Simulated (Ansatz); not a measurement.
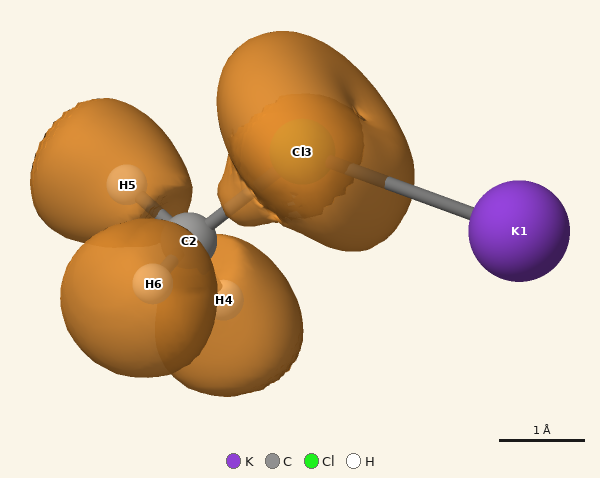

CH3ClK (charge +1). Isosurface of the electron localisation function at 0.75 (orange), seen at a tilt. Core shells and regions of very low density are left out.

Geometry: PBE0-D4/def2-TZVP.

Computed with RKS PBE0-D4/def2-TZVPPD (Ansatz).

```tsv
atom	x (Å)	y (Å)	z (Å)
K	-0.1642	-0.0096	-3.5513
C	0.0413	-0.0970	0.8383
Cl	-0.0529	0.9484	-0.6166
H	-0.8438	-0.7258	0.8605
H	0.0678	0.5690	1.6957
H	0.9519	-0.6851	0.7735
```

Question: Describe the localisation domains.

Answer: At this value the surface marks out three regions around hydrogen nuclei and one region on Cl in which the atom's valence shell and bonds are merged. Profiles from the grid: C–Cl (1.79 Å): the ELF peaks at about 0.90 between the atoms: a covalent bond. K–Cl (3.09 Å): the ELF peaks at about 0.90 in the valence shell of Cl, 0.8 Å from its nucleus, and is about 0.05 at the midpoint: an ionic contact with no shared pair.
